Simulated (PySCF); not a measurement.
## Energy and gradient calculation, with input and output: C$_{3}$H$_{6}$Sn (part 1 of 2)

System: C$_{3}$H$_{6}$Sn, SMILES C#[C][SnH2][CH3].
Method: PBE/def2-TZVP, RKS, core potentials def2-svp (PySCF 2.14.0).

The geometry comes from this level: PBE0-D4/def2-TZVP. Figures and captions count atoms from 1; the log counts them from 0 in places.

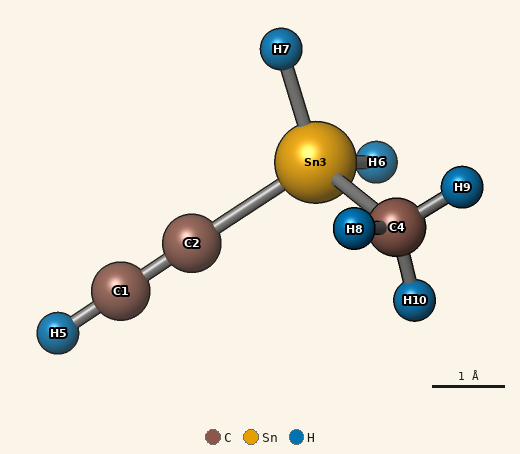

Fig. 1: The structure as given in the input (ball-and-stick view, seen at a tilt; atoms are numbered from 1 in the order of the input). Sticks mark near contacts. Bond lengths as drawn: C–C 1.21 Å, C–H 1.07 to 1.09 Å, C–Sn 2.09 to 2.13 Å and H–Sn 1.71 Å.

**Input (job.py)**
```python
import pyscf.grad
from pyscf import gto, dft

mol = gto.M(
    atom='''
C      2.524000    -0.118200    -1.254200
C      1.421600     0.218900    -0.896600
Sn    -0.488000     0.769500    -0.254800
C     -1.171600    -0.724600     1.104700
H      3.498000    -0.412500    -1.572500
H     -0.356900     2.296100     0.495100
H     -1.483700     0.872400    -1.636100
H     -1.203500    -1.689500     0.599400
H     -2.169100    -0.475900     1.467200
H     -0.487700    -0.787400     1.950700
''',
    basis='def2-tzvp',
    max_memory=1860,
    ecp={'Sn': 'def2-svp'},
    verbose=4,
    charge=0,
)

myscf = dft.RKS(mol, xc='pbe')
myscf.conv_tol = 1e-10
myscf.grids.level = 5
myscf.kernel()
if not myscf.converged:
    myscf = myscf.newton().run(myscf.mo_coeff, myscf.mo_occ)

energy = myscf.e_tot
print('Final energy', energy)
grad = myscf.Gradients().kernel()
myscf.analyze()
```

Command:
```bash
OMP_NUM_THREADS=1 python job.py
```

**Log**
```
PySCF version 2.14.0

[INPUT] num. atoms = 10
[INPUT] num. electrons = 46
[INPUT] charge = 0
[INPUT] spin (= nelec alpha-beta = 2S) = 0
[INPUT] symmetry False subgroup None
[INPUT] Mole.unit = angstrom
[INPUT] Symbol           X                Y                Z      unit          X                Y                Z       unit  Magmom
[INPUT]  1 C      2.524000000000  -0.118200000000  -1.254200000000 AA    4.769668738402  -0.223365627924  -2.370094505430 Bohr   0.0
[INPUT]  2 C      1.421600000000   0.218900000000  -0.896600000000 AA    2.686434658682   0.413661048667  -1.694328443285 Bohr   0.0
[INPUT]  3 Sn    -0.488000000000   0.769500000000  -0.254800000000 AA   -0.922186348788   1.454144252853  -0.481502216539 Bohr   0.0
[INPUT]  4 C     -1.171600000000  -0.724600000000   1.104700000000 AA   -2.214003127540  -1.369295549860   2.087580449807 Bohr   0.0
[INPUT]  5 H      3.498000000000  -0.412500000000  -1.572500000000 AA    6.610261983729  -0.779512026383  -2.971594330879 Bohr   0.0
[INPUT]  6 H     -0.356900000000   2.296100000000   0.495100000000 AA   -0.674443253857   4.339000154614   0.935603404272 Bohr   0.0
[INPUT]  7 H     -1.483700000000   0.872400000000  -1.636100000000 AA   -2.803786651017   1.648597071071  -3.091780912401 Bohr   0.0
[INPUT]  8 H     -1.203500000000  -1.689500000000   0.599400000000 AA   -2.274285390914  -3.192692287453   1.132701839064 Bohr   0.0
[INPUT]  9 H     -2.169100000000  -0.475900000000   1.467200000000 AA   -4.099004936794  -0.899320662681   2.772606169962 Bohr   0.0
[INPUT] 10 H     -0.487700000000  -0.787400000000   1.950700000000 AA   -0.921619430950  -1.487970350483   3.686288751189 Bohr   0.0

nuclear repulsion = 168.574616932828
number of shells = 73
number of NR pGTOs = 277
number of NR cGTOs = 179
basis = def2-tzvp
ecp = {'Sn': 'def2-svp'}

******** <class 'pyscf.dft.rks.RKS'> ********
method = RKS
initial guess = minao
damping factor = 0
level_shift factor = 0
DIIS = <class 'pyscf.scf.diis.CDIIS'>
diis_start_cycle = 1
diis_space = 8
diis_damp = 0
SCF conv_tol = 1e-10
SCF conv_tol_grad = None
SCF max_cycles = 50
direct_scf = True
direct_scf_tol = 1e-13
XC library pyscf.dft.libxc version 7.0.0
    S. Lehtola, C. Steigemann, M. J.T. Oliveira, and M. A.L. Marques.,  SoftwareX 7, 1–5 (2018)
XC functionals = pbe
    J. P. Perdew, K. Burke, and M. Ernzerhof.,  Phys. Rev. Lett. 77, 3865 (1996)
    J. P. Perdew, K. Burke, and M. Ernzerhof.,  Phys. Rev. Lett. 78, 1396 (1997)
    J. P. Perdew, K. Burke, and M. Ernzerhof.,  Phys. Rev. Lett. 77, 3865 (1996)
    J. P. Perdew, K. Burke, and M. Ernzerhof.,  Phys. Rev. Lett. 78, 1396 (1997)
radial grids:
    Treutler-Ahlrichs [JCP 102, 346 (1995); DOI:10.1063/1.469408] (M4) radial grids

becke partition: Becke, JCP 88, 2547 (1988); DOI:10.1063/1.454033
pruning grids: <function nwchem_prune>
grids dens level: 5
symmetrized grids: False
atomic radii adjust function: <function treutler_atomic_radii_adjust>
small_rho_cutoff = 0
Set gradient conv threshold to 1e-05
Initial guess from minao.
tot grids = 317176
init E= -295.262529272127
  HOMO = -0.596554875716568  LUMO = -0.481498049841681  gap/eV = 3.13086
cycle= 1 E= -330.065030739448  delta_E= -34.8  |g|= 3.14  |ddm|= 38.8
  HOMO = 0.0934634005509788  LUMO = 0.0947953317407159  gap/eV = 0.03624
cycle= 2 E= -295.942212322207  delta_E= 34.1  |g|= 12.8  |ddm|=  355
  HOMO = -0.196838161630704  LUMO = -0.00320729497567207  gap/eV = 5.26896
cycle= 3 E= -331.437627113297  delta_E= -35.5  |g|= 1.58  |ddm|=  360
  HOMO = -0.24200133132365  LUMO = -0.0337536872580816  gap/eV = 5.66671
cycle= 4 E= -331.360528804372  delta_E= 0.0771  |g|= 1.64  |ddm|=  2.1
  HOMO = -0.24565696884343  LUMO = -0.0269368585581642  gap/eV = 5.95168
cycle= 5 E= -332.002239225854  delta_E= -0.642  |g|= 0.162  |ddm|= 1.13
  HOMO = -0.232756381179146  LUMO = -0.0238252085396731  gap/eV = 5.68531
cycle= 6 E= -332.003834431241  delta_E= -0.0016  |g|= 0.151  |ddm|= 0.344
  HOMO = -0.247168033983507  LUMO = -0.0301341659824601  gap/eV = 5.90579
cycle= 7 E= -332.010380910351  delta_E= -0.00655  |g|= 0.0227  |ddm|= 0.142
  HOMO = -0.246278858716127  LUMO = -0.0289815167048365  gap/eV = 5.91296
cycle= 8 E= -332.010487657583  delta_E= -0.000107  |g|= 0.0108  |ddm|= 0.0352
  HOMO = -0.245765963452603  LUMO = -0.0287779117433633  gap/eV = 5.90455
cycle= 9 E= -332.010514701401  delta_E= -2.7e-05  |g|= 0.00315  |ddm|= 0.0103
  HOMO = -0.246060321828534  LUMO = -0.0288778532694845  gap/eV = 5.90984
cycle= 10 E= -332.010517340037  delta_E= -2.64e-06  |g|= 0.000904  |ddm|= 0.00332
  HOMO = -0.246004163637864  LUMO = -0.0288641149818311  gap/eV = 5.90868
cycle= 11 E= -332.010517545361  delta_E= -2.05e-07  |g|= 0.000147  |ddm|= 0.000787
  HOMO = -0.246002157198359  LUMO = -0.0288625082278243  gap/eV = 5.90867
cycle= 12 E= -332.010517550897  delta_E= -5.54e-09  |g|= 2.83e-05  |ddm|= 0.000246
  HOMO = -0.246000268229129  LUMO = -0.0288614335366873  gap/eV = 5.90865
cycle= 13 E= -332.010517551193  delta_E= -2.96e-10  |g|= 4.58e-06  |ddm|= 5.22e-05
  HOMO = -0.246000513706384  LUMO = -0.028861590497592  gap/eV = 5.90865
cycle= 14 E= -332.010517551195  delta_E= -2.39e-12  |g|= 2.05e-06  |ddm|= 9.1e-06
  HOMO = -0.246000484154587  LUMO = -0.028861519662417  gap/eV = 5.90865
```

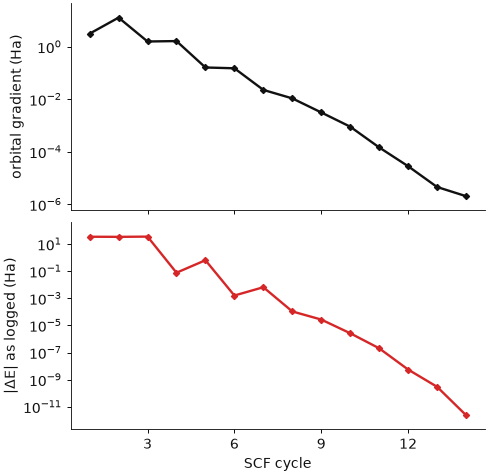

Fig. 2: Convergence of the self-consistent field: orbital gradient and size of the energy change against the SCF cycle. The residual comes down, with one marked jump up, by a factor of about 4, at step 2.

```
Extra cycle  E= -332.010517551195  delta_E=    0  |g|= 4.44e-06  |ddm|= 7.48e-06
converged SCF energy = -332.010517551195
Final energy -332.01051755119533

******** <class 'pyscf.grad.rks.Gradients'> for <class 'pyscf.dft.rks.RKS'> ********
unit = Eh/Bohr
grid_response = False
--------------- RKS gradients ---------------
         x                y                z
0 C    -0.0157694510     0.0048289424     0.0051105307
1 C     0.0161396086    -0.0051740421    -0.0050772053
2 Sn     0.0001014617    -0.0013526914     0.0008465786
3 C     0.0005943007     0.0008174451    -0.0008756697
4 H    -0.0043518374     0.0013209195     0.0014186838
5 H    -0.0002581465    -0.0032942240    -0.0015732794
6 H     0.0021399532    -0.0002679434     0.0029615787
7 H     0.0001472600     0.0039489211     0.0021017679
8 H     0.0040755060    -0.0010521713    -0.0014453173
9 H    -0.0028168735     0.0002255442    -0.0034743827
----------------------------------------------
**** SCF Summaries ****
Total Energy =                        -332.010517551195335
Nuclear Repulsion Energy =             168.574616932828235
One-electron Energy =                 -868.719345661350758
Two-electron Energy =                  368.134211177327188
Two-electron Coulomb Energy =          404.444976674150780
DFT Exchange-Correlation Energy =      -36.310765496823606
HOMO-LUMO gap [eV] =                     5.908652182779503
**** MO energy ****
MO #1   energy= -9.88492959740556  occ= 2
MO #2   energy= -9.87854751717573  occ= 2
MO #3   energy= -9.8758031566133   occ= 2
MO #4   energy= -4.89162380792041  occ= 2
MO #5   energy= -3.27288298692821  occ= 2
MO #6   energy= -3.27166232589185  occ= 2
MO #7   energy= -3.27081095706265  occ= 2
MO #8   energy= -0.939810373247198 occ= 2
MO #9   energy= -0.937785562489038 occ= 2
MO #10  energy= -0.937299426164519 occ= 2
MO #11  energy= -0.933738399104915 occ= 2
MO #12  energy= -0.93370172101423  occ= 2
MO #13  energy= -0.666439873812433 occ= 2
MO #14  energy= -0.630739249183534 occ= 2
MO #15  energy= -0.495072766919918 occ= 2
MO #16  energy= -0.454772941799551 occ= 2
MO #17  energy= -0.370909675507299 occ= 2
MO #18  energy= -0.369381325912161 occ= 2
MO #19  energy= -0.318059954235908 occ= 2
MO #20  energy= -0.29309225242336  occ= 2
MO #21  energy= -0.281317064557379 occ= 2
MO #22  energy= -0.247777891336093 occ= 2
MO #23  energy= -0.246000484154587 occ= 2
MO #24  energy= -0.028861519662417 occ= 0
MO #25  energy= -0.0190828161989079 occ= 0
MO #26  energy= -0.00711990742124248 occ= 0
MO #27  energy= 0.00160111562956436 occ= 0
MO #28  energy= 0.022973079898911  occ= 0
MO #29  energy= 0.0511743556442583 occ= 0
MO #30  energy= 0.0544819394916305 occ= 0
MO #31  energy= 0.0622436682565259 occ= 0
MO #32  energy= 0.0692756089626271 occ= 0
MO #33  energy= 0.0795089716187078 occ= 0
MO #34  energy= 0.106067051306447  occ= 0
MO #35  energy= 0.109168933799386  occ= 0
MO #36  energy= 0.116479245300405  occ= 0
MO #37  energy= 0.158220796223535  occ= 0
MO #38  energy= 0.169046261706111  occ= 0
MO #39  energy= 0.170219687877055  occ= 0
MO #40  energy= 0.180625805572468  occ= 0
MO #41  energy= 0.223839252280614  occ= 0
MO #42  energy= 0.239239246312025  occ= 0
MO #43  energy= 0.241267768472608  occ= 0
MO #44  energy= 0.264227233961844  occ= 0
MO #45  energy= 0.276500191326129  occ= 0
MO #46  energy= 0.302375571886024  occ= 0
MO #47  energy= 0.311562241976227  occ= 0
MO #48  energy= 0.345695940939042  occ= 0
MO #49  energy= 0.355323864272107  occ= 0
MO #50  energy= 0.366575727356864  occ= 0
MO #51  energy= 0.369966957253343  occ= 0
MO #52  energy= 0.38278287112019   occ= 0
MO #53  energy= 0.399581026231795  occ= 0
MO #54  energy= 0.402336844106283  occ= 0
MO #55  energy= 0.421806411854821  occ= 0
MO #56  energy= 0.422330169945519  occ= 0
MO #57  energy= 0.441182716305287  occ= 0
MO #58  energy= 0.546237305323387  occ= 0
MO #59  energy= 0.552371477437718  occ= 0
MO #60  energy= 0.559526516612593  occ= 0
MO #61  energy= 0.567230163500332  occ= 0
MO #62  energy= 0.584106890509549  occ= 0
MO #63  energy= 0.615864376936333  occ= 0
MO #64  energy= 0.619887559482845  occ= 0
MO #65  energy= 0.640499355455221  occ= 0
MO #66  energy= 0.668849913635838  occ= 0
MO #67  energy= 0.679286260659446  occ= 0
MO #68  energy= 0.720008007794439  occ= 0
MO #69  energy= 0.802901055012793  occ= 0
MO #70  energy= 0.814091981702035  occ= 0
MO #71  energy= 0.83894133598112   occ= 0
MO #72  energy= 0.852123959964599  occ= 0
MO #73  energy= 0.874774132516738  occ= 0
MO #74  energy= 0.887329999435822  occ= 0
MO #75  energy= 0.911583466100225  occ= 0
MO #76  energy= 0.940874494936943  occ= 0
MO #77  energy= 0.942639105931727  occ= 0
MO #78  energy= 0.945388288888536  occ= 0
MO #79  energy= 0.974800978198752  occ= 0
MO #80  energy= 0.995773169111155  occ= 0
MO #81  energy= 1.02386262557098   occ= 0
MO #82  energy= 1.06201907417946   occ= 0
MO #83  energy= 1.06390542141577   occ= 0
MO #84  energy= 1.07580182091111   occ= 0
MO #85  energy= 1.08212441079854   occ= 0
MO #86  energy= 1.09016535231871   occ= 0
MO #87  energy= 1.18211926994113   occ= 0
MO #88  energy= 1.21116889534874   occ= 0
MO #89  energy= 1.32037073909456   occ= 0
MO #90  energy= 1.36989098862521   occ= 0
MO #91  energy= 1.38159526805604   occ= 0
MO #92  energy= 1.43100770227624   occ= 0
MO #93  energy= 1.44498756873558   occ= 0
MO #94  energy= 1.45849599003575   occ= 0
MO #95  energy= 1.46721523163959   occ= 0
MO #96  energy= 1.48077778978928   occ= 0
MO #97  energy= 1.50828221027683   occ= 0
MO #98  energy= 1.56719402026385   occ= 0
MO #99  energy= 1.569176275565     occ= 0
MO #100 energy= 1.57848262346811   occ= 0
MO #101 energy= 1.62077896992168   occ= 0
MO #102 energy= 1.65573292998957   occ= 0
MO #103 energy= 1.66075129040666   occ= 0
MO #104 energy= 1.68911852582063   occ= 0
MO #105 energy= 1.77729276730058   occ= 0
MO #106 energy= 1.81064383112482   occ= 0
MO #107 energy= 1.83336412439858   occ= 0
MO #108 energy= 1.87501454196474   occ= 0
MO #109 energy= 1.96417189802164   occ= 0
MO #110 energy= 2.02144613450745   occ= 0
MO #111 energy= 2.06705239293099   occ= 0
MO #112 energy= 2.0815286601916    occ= 0
```
